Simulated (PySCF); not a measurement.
```xyz
4

Pb   -0.0481   -0.0001    0.0000
F     1.9633   -0.0015    0.0003
F    -0.9559    1.7914   -0.0001
F    -0.9592   -1.7898   -0.0001
```

Core potentials replace the inner electrons of Pb.

Theory: PySCF, RKS PBE, Pb def2-SVP with ECP60, F def2-SVP; non-relativistic Hamiltonian with scalar-relativistic core potentials where named; density fitting.

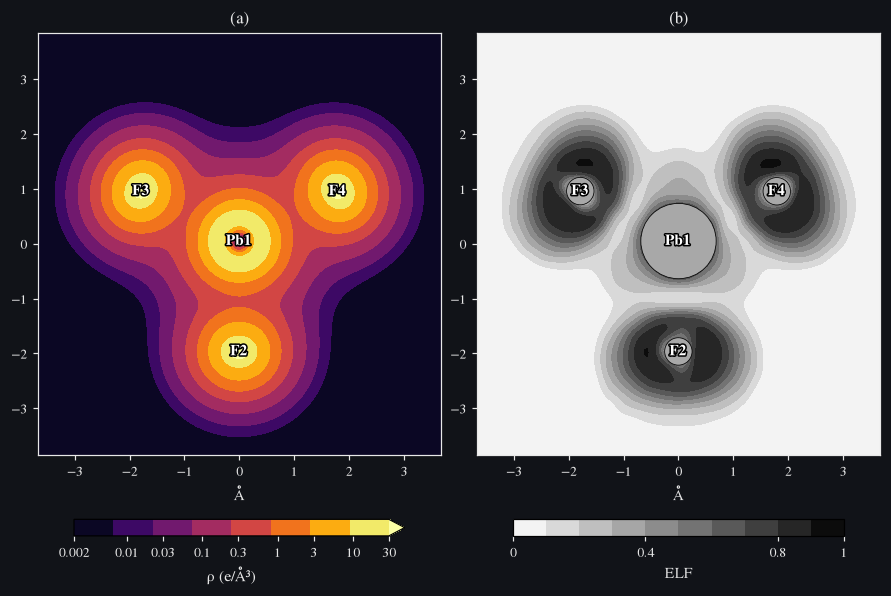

F$_{3}$Pb (charge +1). (a) electron density; (b) electron localisation function on the molecular plane. Grey discs cover the atomic cores in the ELF map.

Question: What does the map show?

Answer: The section cuts through Pb and F sites.
Pb–F (2.01 Å): the density is about 0.8 e/Å³ at the midpoint, with its minimum of 0.7 e/Å³ about 1.1 Å from Pb; the ELF peaks at about 0.75 in the valence shell of F, 0.5 Å from its nucleus, and drops to about 0.15 between the two atoms.
The ELF also peaks beside F2, F4 and F3, away from the bonds: lone-pair regions.
